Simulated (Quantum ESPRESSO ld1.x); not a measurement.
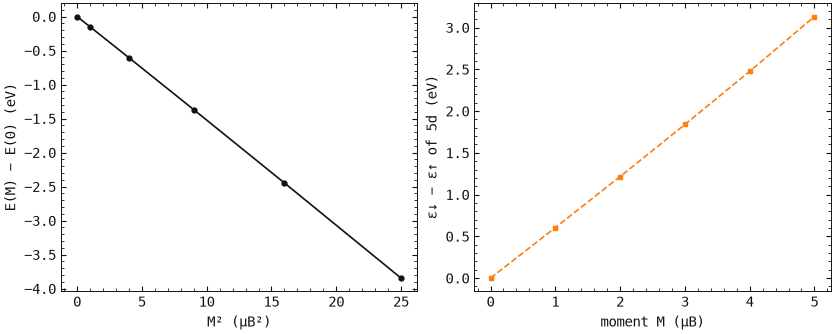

For Re²⁺ in [Xe] 4f14 5d5, the spin moment of the 5d shell is fixed at a series of values. Computed with Quantum ESPRESSO ld1.x 7.5: scalar-relativistic Kohn-Sham, LDA (Slater exchange, VWN5 correlation), spin-polarised, spherical densities, point nucleus. The plot shows the energy and the exchange splitting.

Question: Describe both curves.

Answer: The energy falls with the moment, to −3.85 eV at M = 5 μB, the largest moment run, in line with Hund's first rule (at fractional spins the functional's fractional-spin error adds to the fall). A fit E = −I M²/4 gives an exchange integral I of about 0.61 eV, and the exchange splitting grows nearly in proportion to M, to 3.13 eV (0.63 eV per μB).
